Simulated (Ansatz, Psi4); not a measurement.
Exact exchange and the electronic atomisation energy of OF (Oxygen monofluoride)

OF: 2 atoms, total charge 0, spin state doublet. As SMILES, `[O]F`. Geometry: relaxed at PBE0-D4/def2-TZVP.

The electronic atomisation energy y, in eV, basis aug-cc-pVTZ; a is the functional's share of exact exchange. Programs: Ansatz 0.2.0, Psi4 1.11.

| functional | program | a | y (eV) |
| --- | --- | --- | --- |
| UTPSS | Psi4 | 0 | 2.67 |
| UBLYP | Psi4 | 0 | 2.87 |
| UTPSSh | Psi4 | 0.1 | ? |
| UB3LYP | Psi4 | 0.2 | 2.39 |
| UPBE0 | Psi4 | 0.25 | 2.36 |
| U-r2SCAN0 | Ansatz | 0.25 | 1.96 |
| UBHLYP | Psi4 | 0.5 | 1.54 |

Fit y = c + s·a to the known rows and predict UTPSSh.


1. Means of the 6 rows: a = 0.2000, y = 2.298.
2. Σ(Δa)² = 0.175, Σ(Δa·Δy) = -0.43, so the slope is -0.43/0.175 = -2.4571.
3. Intercept: 2.298 − (-2.4571) × 0.2000 = 2.789. The largest residual of the fit is 0.21.
4. UTPSSh: 2.789 + (-2.4571) × 0.1 = 2.54 eV.

The run gave 2.41 eV, so the prediction is off by +0.13 eV, within the largest residual. The rows mix families of semi-local functionals, which the line can't see.

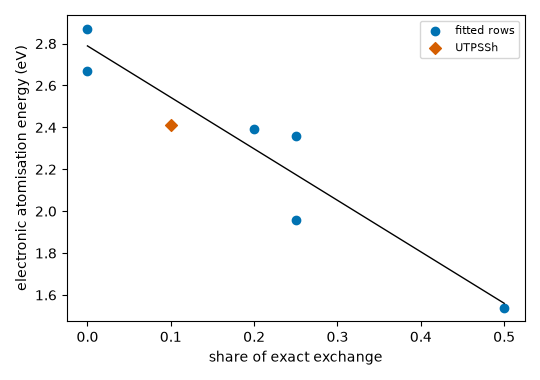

The fitted line, with the withheld row.
